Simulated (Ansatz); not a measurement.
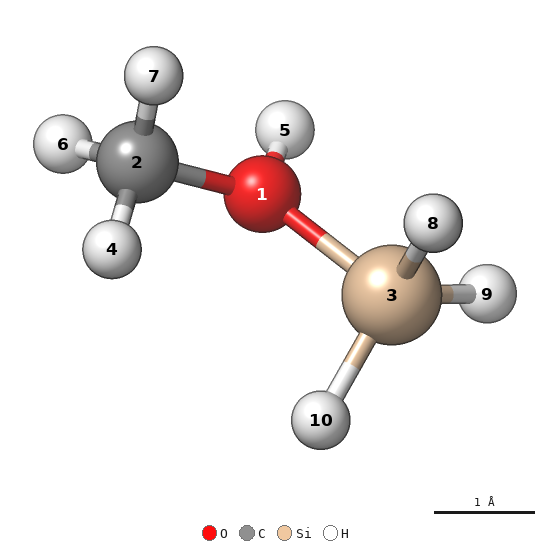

The atoms are numbered. Charge +1, singlet. The geometry was computed by an optimisation with PBE0-D4/def2-TZVP. No frequency run is at hand to confirm it as a minimum.

### How are the neighbours of atom 3 arranged?

Si3 has 4 neighbours (O1 at 1.80, H8 at 1.47, H9 at 1.47, H10 at 1.47 Å); the arrangement is tetrahedral.

### How are the neighbours of atom 2 arranged?

C2 has 4 neighbours (O1 at 1.47, H4 at 1.09, H6 at 1.09, H7 at 1.09 Å); the arrangement is tetrahedral.
